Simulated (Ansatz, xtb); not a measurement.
**Ligand exchange: NaCl + C2H5I → NaI + C2H5Cl**

Species: NaCl, singlet; C2H5I (iodoethane) `CCI`, singlet; NaI (Sodium Iodide), singlet; C2H5Cl (chloroethane) `CCCl`, singlet. The partners trade Cl for I: Na–Cl and C–I bonds give way to Na–I and C–Cl.

Shapes, held fixed at every level: PBE0-D4/def2-TZVP. Programs: Ansatz 0.2.0, xtb 6.7.1. The zero-point and thermal change to 298 K, harmonic and unscaled (PBE0-D4/def2-TZVP), is +2.0 kJ/mol.

```csv
level,kind,ΔH(298 K) (kJ/mol),less CCSD(T)/def2-TZVPP
GFN0-xTB,semi-empirical,-30.2,-17.9
HF/def2-TZVPP,Hartree–Fock,-33.2,-20.9
BHLYP-D4/def2-TZVPP,global hybrid,-19.9,-7.6
r2SCAN0-D4/def2-TZVPP,global hybrid,-20.6,-8.3
wB97M-V/def2-TZVPP,range-separated hybrid,-18.3,-6.0
MP2/def2-SVP,perturbation theory,-29.6,-17.3
MP2/def2-TZVPP,perturbation theory,-11.2,+1.1
CCSD(T)/def2-TZVPP,coupled cluster or CI,-12.3,0.0
```

The highest level, CCSD(T)/def2-TZVPP, gives ΔH(298 K) = -12.3 kJ/mol; the levels span -33.2 to -11.2. The column of differences is taken from that level and isn't an error. No measured value is set beside it here. For atoms past krypton def2 sets carry core potentials with scalar relativity. Outer-core shells of I, Na are correlated in most correlated rows, in sets that cover them unevenly.

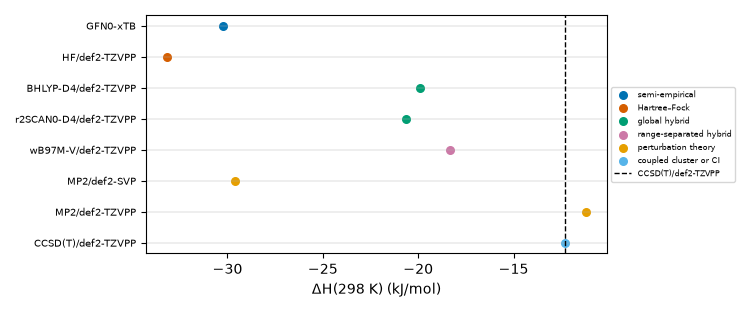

The values of the table, level by level.
